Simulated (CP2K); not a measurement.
# CH2BrClO2Si (SMILES O=C(O)[SiH](Cl)Br): GFN2-xTB

Aim: the vertical electron affinity of CH2BrClO2Si at GFN2-xTB, from 2 runs. 

The results are computed with CP2K 2026.2.

2 further runs of the same task are left out: 1 that didn't finish, 1 set aside as unsound or not needed.

## 1. The system as given

CH2BrClO2Si has 8 atoms, charge 0, and is taken as a singlet. As SMILES, `O=C(O)[SiH](Cl)Br`. The shape comes from a force field and isn't a relaxed structure. This is one conformer, not always the lowest.

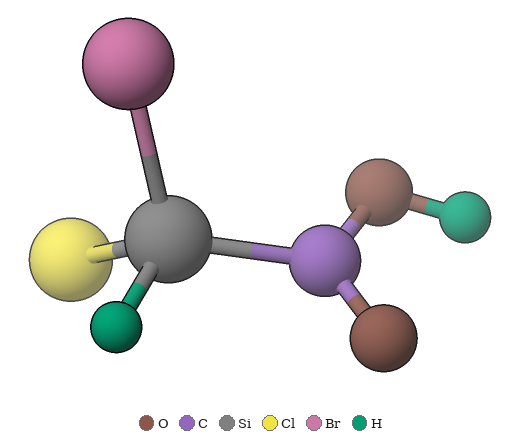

Viewed from a chosen angle; oxygen brown, carbon purple, silicon grey, chlorine yellow, bromine pink, hydrogen teal.

## 2. Energy and gradient at GFN2-xTB

Contents of molecule.xyz:

```xyz
8

O      0.515100    -1.676400     0.915300
C      0.563600    -0.545100     0.354000
O      1.749000     0.058600     0.244900
Si    -0.903900     0.297300    -0.350800
Cl    -0.746100     0.667800    -2.372000
Br    -1.354300     2.231400     0.694000
H      2.437900    -0.559600     0.692800
H     -2.169100    -0.531200    -0.233900
```

Contents of job.inp:

```
&FORCE_EVAL
  METHOD Quickstep
  &DFT
    CHARGE 0
    MULTIPLICITY 1
    &QS
      METHOD XTB
      EPS_DEFAULT 1.0E-10
      &XTB
        GFN_TYPE TBLITE
        &TBLITE
          METHOD GFN2
        &END TBLITE
        CHECK_ATOMIC_CHARGES F
      &END XTB
    &END QS
    &POISSON
      PERIODIC NONE
      POISSON_SOLVER ANALYTIC
    &END POISSON
    &SCF
      SCF_GUESS ATOMIC
      EPS_SCF 1.0E-06
      MAX_SCF 150
      ADDED_MOS 4
      &DIAGONALIZATION
        ALGORITHM STANDARD
      &END DIAGONALIZATION
      &MIXING
        METHOD DIRECT_P_MIXING
        ALPHA 0.4
      &END MIXING
      &SMEAR ON
        METHOD FERMI_DIRAC
        ELECTRONIC_TEMPERATURE [K] 300
      &END SMEAR
    &END SCF
    &PRINT
      &MOMENTS
        PERIODIC F
        REFERENCE COM
        MAX_MOMENT 1
      &END MOMENTS
      &MO ON
        ENERGIES T
        OCCUPATION_NUMBERS T
        NDIGITS 6
        &EACH
          QS_SCF 0
        &END EACH
        ADD_LAST NUMERIC
      &END MO
      &HIRSHFELD OFF
      &END HIRSHFELD
    &END PRINT
  &END DFT
  &SUBSYS
    &CELL
      ABC [angstrom] 12.6 11.9 11.3
      PERIODIC NONE
    &END CELL
    &TOPOLOGY
      COORD_FILE_NAME molecule.xyz
      COORD_FILE_FORMAT XYZ
      &CENTER_COORDINATES
      &END CENTER_COORDINATES
    &END TOPOLOGY
  &END SUBSYS
  &PRINT
    &FORCES ON
    &END FORCES
  &END PRINT
&END FORCE_EVAL

&GLOBAL
  PROJECT_NAME job
  RUN_TYPE ENERGY_FORCE
  PRINT_LEVEL MEDIUM
&END GLOBAL
```

On the command line:

```bash
$ OMP_NUM_THREADS=1 cp2k.psmp -i job.inp -o job.out
```

Standard output:

```text
CP2K| version string:                                       CP2K version 2026.2
[...]
 GLOBAL| Method name                                                        CP2K
[...]
 GLOBAL| Run type                                                   ENERGY_FORCE
[...]
                             - Atoms:                                          8
[...]
                             - Spherical basis functions:                     41
[...]
 Number of electrons:                                                         36
[...]
  *** SCF run converged in    28 steps ***
[...]
  Fermi energy:                                                -0.34780042529669
[...]
 TB_DIPOLE| Moment [Debye]          0.16393124       0.66281158       0.37018340
 TB_DIPOLE| Derivative [a.u.]       0.00000000       0.00000000       0.00000000
[...]
 ENERGY| Total FORCE_EVAL ( QS ) energy [hartree]            -21.726806957268366
 FORCES| Atomic forces [hartree/bohr]
 FORCES|   Atom     x               y               z               |f|
 FORCES|      1 -4.98772860E-03  6.32700877E-02 -3.24267822E-02   7.12704541E-02
 FORCES|      2  3.86611406E-02 -7.37285828E-02  4.45227940E-02   9.44079811E-02
 FORCES|      3  9.78647845E-03 -2.41048782E-02  1.53524734E-02   3.02079253E-02
 FORCES|      4 -5.06374126E-02  1.46249188E-02 -2.46162074E-02   5.81721021E-02
 FORCES|      5  3.66293936E-03 -1.96979640E-03  1.38500715E-02   1.44610408E-02
 FORCES|      6  4.87708025E-03 -1.10561274E-02 -3.86828775E-03   1.26880855E-02
 FORCES|      7 -1.96786376E-02  2.31863797E-02 -1.60912859E-02   3.44061980E-02
 FORCES|      8  1.83161401E-02  9.77799868E-03  3.27722429E-03   2.10197632E-02
 FORCES| Sum    -1.00613962E-16 -9.71445147E-17 -1.04950770E-16
 FORCES| Total atomic force                                       1.74856770E-16
[...]
```

Run time: 0.33 s. Hardware: 1 thread of Arm Neoverse V1, shared host.

## 3. The doublet anion

molecule.xyz is that of step 2.

Contents of mol.inp:

```
&GLOBAL
  PROJECT_NAME mol
  RUN_TYPE ENERGY_FORCE
  PRINT_LEVEL MEDIUM
&END

&FORCE_EVAL
  METHOD QUICKSTEP
  &DFT
    CHARGE -1
    MULTIPLICITY 2
    UKS T
    &QS
      METHOD XTB
      EPS_DEFAULT 1.0E-10
      &XTB
        GFN_TYPE TBLITE
        &TBLITE
          METHOD GFN2
        &END
        CHECK_ATOMIC_CHARGES F
      &END
    &END
    &POISSON
      PERIODIC NONE
      POISSON_SOLVER ANALYTIC
    &END
    &SCF
      SCF_GUESS ATOMIC
      EPS_SCF 1.0E-06
      MAX_SCF 150
      ADDED_MOS 8
      &DIAGONALIZATION
        ALGORITHM STANDARD
      &END
      &MIXING
        METHOD DIRECT_P_MIXING
        ALPHA 0.4
      &END
      &SMEAR ON
        METHOD FERMI_DIRAC
        ELECTRONIC_TEMPERATURE [K] 300
      &END
    &END
    &PRINT
      &MOMENTS
        PERIODIC F
        REFERENCE COM
        MAX_MOMENT 1
      &END
      &MO ON
        ENERGIES T
        OCCUPATION_NUMBERS T
        NDIGITS 6
        &EACH
          QS_SCF 0
        &END
        ADD_LAST NUMERIC
      &END
      &HIRSHFELD OFF
      &END
    &END
  &END
  &SUBSYS
    &CELL
      ABC 12.6 11.9 11.3
      PERIODIC NONE
    &END
    &TOPOLOGY
      COORD_FILE_NAME molecule.xyz
      COORD_FILE_FORMAT XYZ
      &CENTER_COORDINATES
      &END
    &END
  &END
  &PRINT
    &FORCES ON
    &END
  &END
&END
```

On the command line:

```bash
$ OMP_NUM_THREADS=1 cp2k.psmp mol.inp > mol.out
```

Standard output:

```text
CP2K| version string:                                       CP2K version 2026.2
[...]
 GLOBAL| Method name                                                        CP2K
[...]
 GLOBAL| Run type                                                   ENERGY_FORCE
[...]
                             - Atoms:                                          8
[...]
                             - Spherical basis functions:                     41
[...]
 Number of electrons:                                                         19
[...]
  *** SCF run converged in    30 steps ***
[...]
  Fermi energy:                                                -0.08447840741397
[...]
 TB_DIPOLE| Moment [Debye]         -1.84246948       4.85778671       0.50632263
 TB_DIPOLE| Derivative [a.u.]       0.00000000       0.00000000       0.00000000
[...]
 ENERGY| Total FORCE_EVAL ( QS ) energy [hartree]            -21.928108778224331
 FORCES| Atomic forces [hartree/bohr]
 FORCES|   Atom     x               y               z               |f|
 FORCES|      1 -2.80897670E-03 -7.59394500E-03  4.93035636E-03   9.47980826E-03
 FORCES|      2 -4.60028960E-02 -1.94695354E-02 -1.89123346E-03   4.99890590E-02
 FORCES|      3  6.81782118E-02  5.38125484E-03  1.00861747E-02   6.91300036E-02
 FORCES|      4  3.97511603E-04 -4.09591875E-02  1.52772828E-02   4.37173698E-02
 FORCES|      5 -1.72134581E-03  1.09521357E-02 -1.14140297E-02   1.59120200E-02
 FORCES|      6 -6.07943624E-03  1.58794181E-02 -2.59021404E-04   1.70053684E-02
 FORCES|      7 -2.65552791E-02  2.21606799E-02 -1.62156574E-02   3.81998184E-02
 FORCES|      8  1.45922104E-02  1.36491794E-02 -5.13871796E-04   1.99874153E-02
 FORCES| Sum    -1.21430643E-17 -1.94289029E-16  2.94902991E-17
 FORCES| Total atomic force                                       1.96889204E-16
[...]
```

It took 0.43 s on 1 thread of Arm Neoverse V1, shared host.

## 4. What came out

At GFN2-xTB:

```
                                                      quantity         value
                             singlet CH2BrClO2Si: total energy  -21.72681 Eh
singlet CH2BrClO2Si: dipole moment (from atomic charges alone)        0.78 D
                              singlet CH2BrClO2Si: HOMO energy     -11.94 eV
                              singlet CH2BrClO2Si: LUMO energy      -8.59 eV
                            singlet CH2BrClO2Si: HOMO–LUMO gap       3.35 eV
                 singlet CH2BrClO2Si: largest force on an atom    4.855 eV/Å
                                   doublet anion: total energy  -21.92811 Eh
             doublet anion: HOMO energy (highest over α and β)      -2.45 eV
              doublet anion: LUMO energy (lowest over α and β)      -2.15 eV
                       doublet anion: largest force on an atom    3.555 eV/Å
             vertical electron affinity (to the doublet anion)      5.478 eV
```

What this shows: At fixed nuclei the extra electron is bound by 5.48 eV (126 kcal/mol). The largest force (singlet CH2BrClO2Si) is 4.85 eV/Å: the shape isn't a stationary point for this species at this level. A minimal valence basis can't be trusted even for the sign of an electron affinity. xTB total energies overstate such differences by several eV unless an empirical shift is taken off; none is applied here. The dipole (singlet CH2BrClO2Si) comes from point charges on the atoms alone, without atomic dipoles, so it is partial.
